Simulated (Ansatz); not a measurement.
**One shape, several levels: doublet [GaH3]+**

Aim: a comparison of 6 runs (UHF/STO-3G, U-r2SCAN0/STO-3G, UCAM-B3LYP/STO-3G, UMP2/STO-3G, UBCCD(T)/STO-3G, UCCSDT/STO-3G) of doublet [GaH3]+. 

Program for the calculation: Ansatz 0.2.0.

81 further runs of the same task are left out: 49 that didn't finish, 32 set aside as unsound or not needed.

## Step 1: The structure to begin with

[GaH3]+: 4 atoms, total charge +1, spin state doublet. As SMILES of the parent species, `[H][Ga]([H])[H]`. Geometry: a GFN2-xTB relaxation, a rough one for these elements and not checked as a minimum. That shape belongs to the parent species and isn't relaxed for this state.

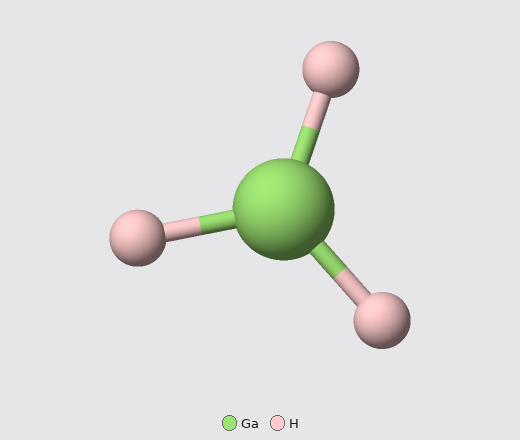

Viewed from a chosen angle; gallium green, hydrogen pink.

## Step 2: The energy at UHF/STO-3G (run 1)

job.yaml

```yaml
crystal:
  periodic: [false, false, false]
  atoms:
    - symbol: Ga
      position_ang: [-0.000160, 0.000060, 0.001280]
    - symbol: H
      position_ang: [1.566090, -0.029140, 0.013370]
    - symbol: H
      position_ang: [-0.757820, 1.371010, -0.018620]
    - symbol: H
      position_ang: [-0.808110, -1.341930, 0.003970]
basis:
  gaussian:
    orbitals: STO-3G
total_charge: 1
magnetization:
  spin_polarized: true
  initial_magnetization: 1
hamiltonian:
  xc: hf
accuracy: high
```

Command:

```console
$ ansatz run job.yaml --threads 1 --pin off --max-ram 2610MiB --events-out events.jsonl --progress --plain --runs-dir runs
```

Log:

```text
Warning: RAYON_NUM_THREADS=1 ignored (pool sized by the plan → 1); use --threads N
Functional definition: HF
  name "HF"
  exchange = exact_x
  correlation = 0
262 factors; integrals over basis functions are off by at most 5.8e-9 eV
mean field evaluation 1: about -51764.8959 eV, gradient 1.4e1 eV
mean field evaluation 2: about -51764.9035 eV, gradient 1.4e1 eV
mean field evaluation 4: about -51768.1392 eV, gradient 4.0e0 eV
mean field evaluation 8: about -51768.5952 eV, gradient 5.7e-4 eV
mean field evaluation 16: about -51768.5932 eV, gradient 8.8e-4 eV
mean field evaluation 32: about -51768.5932 eV, gradient 3.5e-5 eV
mean field evaluation 64: about -51768.5932 eV, gradient 1.2e-4 eV
mean field evaluation 96: about -51768.5932 eV, gradient 2.4e-4 eV
mean field evaluation 128: about -51768.4769 eV, gradient 3.0e-1 eV
mean field evaluation 160: about -51768.5932 eV, gradient 4.7e-2 eV
mean field evaluation 192: about -51761.7475 eV, gradient 8.6e0 eV
mean field evaluation 224: about -51768.5933 eV, gradient 3.5e-5 eV
mean field -51768.59328542 eV, -1902.4607132262 hartree, gradient 2.7e-8 eV, S^2 0.750730; 4 other end points of the search recorded, 0 dependent functions left out
reference -51768.59328542 eV, -1902.4607132262 hartree; 17, 16 occupied and 4, 5 virtual orbitals, 262 factors
Total energy: -51768.59328542 eV, -1902.4607132262 hartree
```

It took 0.58 s on 1 thread of Arm Neoverse V1, shared host.

## Step 3: A single-point energy at U-r2SCAN0/STO-3G (run 2)

input.yaml

```yaml
crystal:
  periodic: [false, false, false]
  atoms:
    - {symbol: Ga, position_ang: [-0.000160, 0.000060, 0.001280]}
    - {symbol: H, position_ang: [1.566090, -0.029140, 0.013370]}
    - {symbol: H, position_ang: [-0.757820, 1.371010, -0.018620]}
    - {symbol: H, position_ang: [-0.808110, -1.341930, 0.003970]}
basis:
  gaussian:
    orbitals: STO-3G
total_charge: 1
magnetization:
  spin_polarized: true
  initial_magnetization: 1
hamiltonian:
  xc: {name: r2SCAN0}
accuracy: high
```

Command:

```console
$ ansatz run input.yaml --threads 1 --pin off --max-ram 2610MiB --events-out events.jsonl --progress --plain --runs-dir runs
```

Log:

```text
Warning: RAYON_NUM_THREADS=1 ignored (pool sized by the plan → 1); use --threads N
Functional definition: r2SCAN0
  name "r2SCAN0"
  parameter a = 0.25
  parameter k0 = 0.174
  parameter k1 = 0.065
  parameter a1 = 4.9479
  exchange = (1 - a)*r2scan_x(k0 = k0, k1 = k1, a1 = a1) + a*exact_x
  correlation = r2scan_c
262 factors; integrals over basis functions are off by at most 5.8e-9 eV
mean field evaluation 1: about -51512.0929 eV, gradient 2.7e2 eV
mean field evaluation 2: about -51774.9300 eV, gradient 4.6e1 eV
mean field evaluation 4: about -51801.9036 eV, gradient 2.1e1 eV
mean field evaluation 8: about -51804.9889 eV, gradient 7.7e-2 eV
mean field evaluation 16: about -51805.0916 eV, gradient 1.8e0 eV
mean field evaluation 32: about -51805.5561 eV, gradient 2.1e-1 eV
mean field evaluation 64: about -51805.5341 eV, gradient 8.2e-2 eV
mean field evaluation 96: about -51805.1490 eV, gradient 2.4e0 eV
mean field -51805.55699800 eV, -1903.8191046089 hartree, gradient 2.1e-8 eV, S^2 0.750705; 12 other end points of the search recorded, 0 dependent functions left out
reference -51805.55699866 eV, -1903.8191046329 hartree; 17, 16 occupied and 4, 5 virtual orbitals, 262 factors
Total energy: -51805.55699866 eV, -1903.8191046329 hartree
```

It took 68 s on 1 thread of Arm Neoverse V1, shared host; peak memory 0.19 GiB.

Runs 3 to 5 aren't shown in full; the table further down has their settings and results.

## Step 4: A single-point energy at UCCSDT/STO-3G (run 6)

Edit job.yaml of step 2 so:

```diff
@@ -12,10 +12,7 @@
 basis:
-  gaussian:
-    orbitals: STO-3G
+  gaussian: {orbitals: STO-3G}
 total_charge: 1
-magnetization:
-  spin_polarized: true
-  initial_magnetization: 1
-hamiltonian:
-  xc: hf
+magnetization: {spin_polarized: true, initial_magnetization: 1}
+correlation: {method: ccsdt, frozen_orbitals: {Ga: 9, H: 0}}
 accuracy: high
+scf: {omitted_lower_state_checks: [cluster_reference, increment]}
```

Command:

```console
$ ansatz run job.yaml --threads 1 --pin off --max-ram 2610MiB --events-out events.jsonl --progress --plain --runs-dir runs
```

Log:

```text
Warning: RAYON_NUM_THREADS=1 ignored (pool sized by the plan → 1); use --threads N
[... 19 lines left out ...]
9 core orbitals not correlated: weight in the atoms' cores, before any rotation towards them, 0.999 or more for the frozen orbitals, at most 0.001 for the correlated occupied ones
[... 144 lines left out ...]
Total energy: -51770.04573851 eV, -1902.5140898928 hartree
Checks for a lower state left out: cluster_reference, increment
```

Wall time 3.3 s (1 thread of Arm Neoverse V1, shared host).

## Step 5: Overview of the runs

```tsv
run	level	frozen core orbitals	energy (Eh)	⟨S²⟩	wall time
1	UHF/STO-3G	–	-1902.460713	0.751	0.58 s
2	U-r2SCAN0/STO-3G	–	-1903.819105	0.751	68 s
3	UCAM-B3LYP/STO-3G	–	-1903.766470	0.750	31 s
4	UMP2/STO-3G	9	-1902.495365	0.751	1.3 s
5	UBCCD(T)/STO-3G	9	-1902.513783	0.751	2 s
6	UCCSDT/STO-3G	9	-1902.514090	0.751	3.3 s
```

## Step 6: Summary of results

| quantity | value |
| --- | --- |
| run 6: total energy | -1902.51409 Eh |
| run 6: correlation energy (9 core orbitals frozen) | -53.4 mEh |
| run 6: ⟨S²⟩ of the reference determinant | 0.751 |
| run 6: T1 diagnostic | 0.004 |

In words: Below the UHF energy at the same shape and in the same basis (STO-3G): UMP2 -34.7 mEh; UBCCD(T) -53.1 mEh; UCCSDT -53.4 mEh. Totals of different functionals can't be ranked against each other. In runs 1, 2, 3, 4, 5, 6 the basis is minimal, so the values are rough. All runs together took 1.8 min, the longest 68 s.
